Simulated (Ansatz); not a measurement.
**SiC, pressure series**

Base system: SiC in the wurtzite structure (space group P6_3mc, No. 186; a = 3.056 Å, c = 5.016 Å).

Cell and atoms are relaxed at each pressure.

Computed with LDA, PAW, 420 eV (Ansatz, an electronic-structure program; spin-orbit coupling left out).

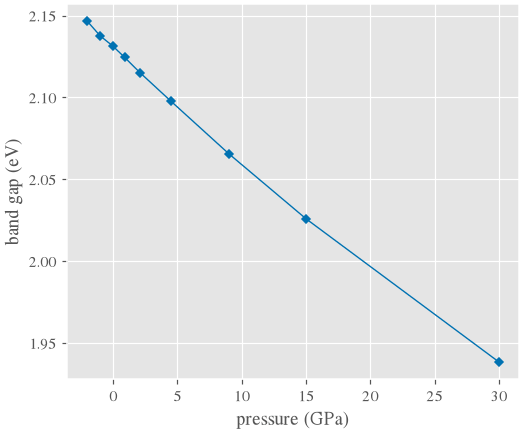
Figure: Band gap against pressure

| pressure (GPa) | band gap |
|---|---|
| -2 | 2.15 eV |
| -1 | 2.14 eV |
| 0.9 | 2.12 eV |
| 2.1 | 2.12 eV |
| 4.5 | 2.10 eV |
| 9 | 2.07 eV |
| 15 | 2.03 eV |
| 30 | 1.94 eV |

Load acts through the strain it causes; cell and atoms are relaxed under it. Whether these cells are dynamically stable was not tested. Competing high-pressure phases were not computed.
